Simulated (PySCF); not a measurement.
C₅H₅, SMILES [C]1=CC=CC1, doublet, CAM-B3LYP/def2-SVP optimised geometry. Atoms within 1.6 Å of the plane z = 1.0 Å (x, y, z in Å): C1 (-1.25, 0.76, 0.00), C2 (0.02, 1.17, 0.00), C3 (0.85, -0.06, 0.00), C4 (0.06, -1.15, 0.00), C5 (-1.39, -0.72, 0.00), H6 (0.40, 2.19, 0.00), H7 (1.94, -0.06, 0.00), H8 (0.38, -2.19, 0.00), H9 (-1.94, -1.09, 0.89).

Calculation: unrestricted CAM-B3LYP/def2-TZVP run with PySCF.

Map of the electrostatic potential (hartree/e), clipped to [-0.08, 0.12] on the plane z = 1.0 Å:

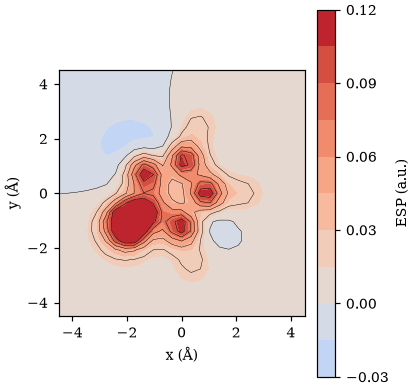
Figure. Electrostatic potential (hartree/e), clipped to [-0.08, 0.12] on the plane z = 1.0 Å.
